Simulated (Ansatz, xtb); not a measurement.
Stretching the B1–O2 bond in BO (multiplicity 2 held). Energies count from the point at 1.202 Å.


Restricted levels (R-, RO-) in cc, def2 and unpolarised 6-31G sets keep to the state of the molecule at rest. Unrestricted levels (U-) break spin symmetry where that is lower. Full CI gives the lowest state of the spin. Left out are points that failed, MP2 points that dive below the minimum, coupled-cluster points behind a jump of the amplitudes or a sharp parting from full CI or MRCI, small-basis points behind a change of solution, and semi-empirical points at long bonds. Curves can end on different states.

Correlated levels freeze the cores.

Programs: Ansatz (an electronic-structure program); xtb for the GFN methods.  The GFN methods have no spin term and hold the electronic entropy of 300 K.

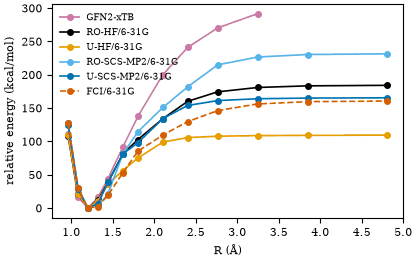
Figure. Relative energy along the coordinate

Problem. Order the other curves in the same basis by their non-parallelity to FCI/6-31G (largest less smallest deviation, whatever its cause), smallest first.

Solution. U-SCS-MP2/6-31G (31.1 kcal/mol), RO-HF/6-31G (49.4 kcal/mol), U-HF/6-31G (68.0 kcal/mol), RO-SCS-MP2/6-31G (71.6 kcal/mol)

Problem. Read off the U-HF/6-31G curve at R = 3.847.

Solution. about 110 kcal/mol

Doubts at one or more of the structures used: a restricted determinant that unrestricted orbitals would lower (RO-HF/6-31G, RO-SCS-MP2/6-31G); a spin-contaminated determinant (U-HF/6-31G, U-SCS-MP2/6-31G).
